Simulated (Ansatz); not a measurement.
Species, as SMILES: [CH3] (CH3), doublet.
Atoms: C1, H2, H3, H4. Bonds: C1-H2, C1-H3, C1-H4.

Basis-set convergence of the optimised C1-H2 bond length at HF with Ansatz (a quantum-chemistry and plane-wave program). Cartesian d functions, on some or all atoms, in 6-31+G*; all else is spherical. The program fits the integrals of some runs and decomposes those of others, by size. Core-valence sets carry the plain set on hydrogen. Open shells are unrestricted. No added dispersion term, no relativity. Reference: the value in aug-cc-pVQZ, 1.0705 Å, itself unsure by roughly 0.0002 Å (its mean distance from def2-QZVPPD, pcseg-3, def2-QZVPP). Deviations are taken from unrounded values.

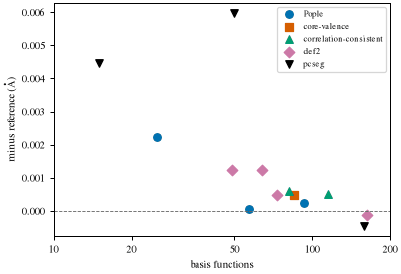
Deviation from the reference against the number of basis functions, by family of sets.

| basis | functions | optimised C1-H2 bond length (Å) | minus reference (Å) |
|---|---|---|---|
| pcseg-0 | 15 | 1.0749 | 0.0045 |
| 6-31+G* | 25 | 1.0727 | 0.0022 |
| def2-TZVP | 49 | 1.0717 | 0.0012 |
| aug-pcseg-1 | 50 | 1.0764 | 0.0060 |
| 6-311++G(2d,2p) | 57 | 1.0705 | 0.0001 |
| def2-TZVPD | 64 | 1.0717 | 0.0012 |
| def2-TZVPP | 73 | 1.0709 | 0.0005 |
| jun-cc-pV(T+d)Z | 81 | 1.0711 | 0.0006 |
| cc-pCVTZ | 85 | 1.0709 | 0.0005 |
| 6-311++G(3df,3pd) | 93 | 1.0707 | 0.0002 |
| aug-cc-pVTZ | 115 | 1.0710 | 0.0005 |
| pcseg-3 | 159 | 1.0700 | -0.0004 |
| def2-QZVPPD | 162 | 1.0703 | -0.0001 |
